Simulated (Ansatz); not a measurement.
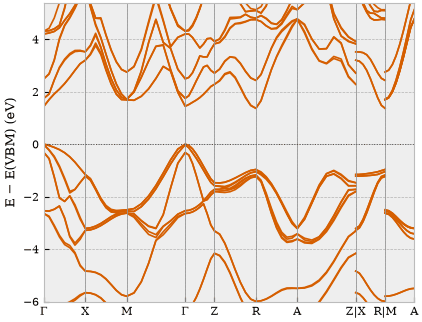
Fig. 1. Band structure from DFT-r²SCAN with spin–orbit coupling in the program Ansatz with PAW potentials

**Question.** Read off the gap and where the band edges lie.

**Answer.** About 1.4 eV (1.37 eV by a search for the band edges); maximum at Γ, minimum at R.

The material is AlGaAs2 in space group P-4m2 (No. 115; Ga on 1a, As on 2g, Al on 1c).

The start of the workflow was typed in or built on a structure type; neither database checked (COD, Materials Project) lists it. Whether it is the stable phase at ambient conditions was not checked. The r²SCAN relaxation kept the symmetry of its start; whether a distortion lowers the energy is not shown.

Potentials: the later of the program's two PAW sets.
